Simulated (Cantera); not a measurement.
Input: 1 mol SiCl4, a varied amount of Cl2, 0.48 mol H2, at 1748 K and 1 atm.

Equilibrium computed with Cantera from the NASA thermochemical tables; the gas is ideal and each condensed phase is pure. Candidate condensed phases: Si; 19 gas species. The tables' values for SiCl3 are old estimates; treat these amounts as uncertain. Equilibrium is a limit: real reactors are often held back by kinetics, nucleation or transport.

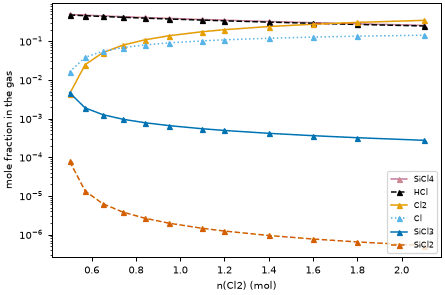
*Equilibrium gas composition (values under 1e-9 drawn at 1e-9)*

Q: Read off the mole fractions at 0.65 mol Cl2.

A: SiCl4 about 0.46, HCl about 0.44, Cl about 0.055, Cl2 about 0.051, SiCl3 about 0.0013, SiCl2 about 6.3e-6.
